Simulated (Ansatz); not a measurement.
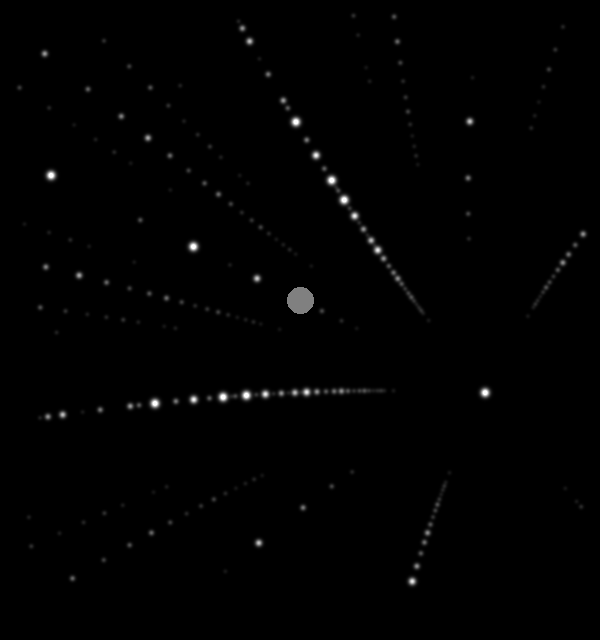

Simulated back-reflection Laue pattern (white X-rays, 0.45 to 2.2 Å, flat plate covering ±45° about the beam, kinematic intensities, seen from the source).

What symmetry does the pattern show?

m: one mirror line.

The crystal is Ru, space group P6_3/mmc (No. 194), a = 2.691 Å, c = 8.636 Å (hexagonal axes). Structure: the end point of a relaxation with Ansatz 0.2.0, DFT, m-r2SCAN, plane waves (500 eV) with PAW, scalar-relativistic; the starting structure was generated, so it need not be a known form of this composition.

The direction [101] points towards the source.
